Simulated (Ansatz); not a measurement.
BCl2FH2O···HCl

Input

```
crystal:
  periodic: [false, false, false]
  atoms:
    - {symbol: B, position_ang: [-0.744030, 0.305443, -0.576281]}
    - {symbol: Cl, position_ang: [1.320179, 0.385146, -1.198095]}
    - {symbol: Cl, position_ang: [-1.594669, -0.525029, -1.908026]}
    - {symbol: Cl, position_ang: [-1.160865, 1.993564, -0.219309]}
    - {symbol: H, position_ang: [0.458993, -0.324396, 1.213172]}
    - {symbol: O, position_ang: [-0.640016, -0.507877, 0.623628]}
    - {symbol: H, position_ang: [1.664129, 0.196395, 0.225431]}
    - {symbol: F, position_ang: [1.504526, -0.086668, 1.414009]}
    - {symbol: H, position_ang: [-0.808248, -1.436678, 0.425471]}
basis:
  gaussian: {orbitals: def2-TZVPP}
hamiltonian: {xc: pbe0, dispersion: d4}
output: {orbitals: {seedname: orbitals}}
```

Launched as:

```sh
ansatz run in.yaml --threads 8 --pin off --events-out ev --progress --plain --max-ram 19148MiB
```

A transition-state structure; geometry: PBE0-D4/def2-TZVP.

Method: RKS PBE0-D4/def2-TZVPP (Ansatz).

> Predict the electron density and electron localisation function between the atoms.

B–Cl (1.78 Å): ρ is about 1.3 e/Å³ halfway; the ELF peaks at about 0.90 between the atoms, as expected for a polar covalent bond.

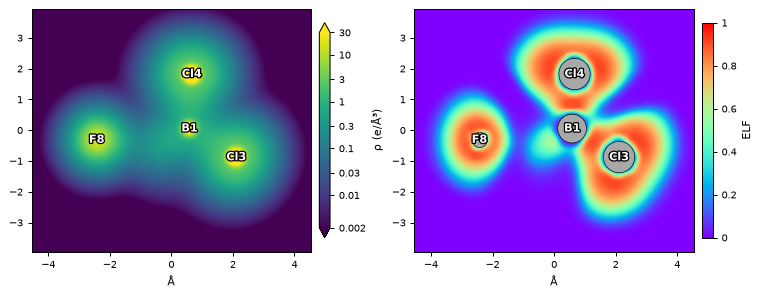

Computed electron density and electron localisation function on the plane of atoms Cl3, B1 and Cl4, in this order. Grey discs cover the atomic cores in the ELF map. 
